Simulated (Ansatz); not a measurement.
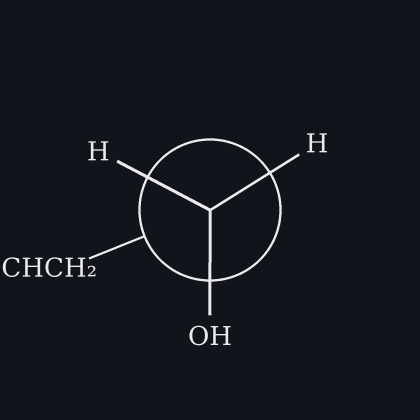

A Newman projection along the Si–Se bond, silicon in front; angles are drawn as computed, but eclipsed bonds slightly apart. The geometry was computed by an optimisation with PBE0-D4/def2-TZVP. No frequency run is at hand to confirm it as a minimum.

Which molecule is it?

Answer. C2H6OSeSi, C=C[Se][SiH2]O

What is the torsion angle from the front OH to the back CHCH2? The sign is positive where the front bond must turn clockwise to cover the back bond.

Answer. 68°, synclinal (gauche).
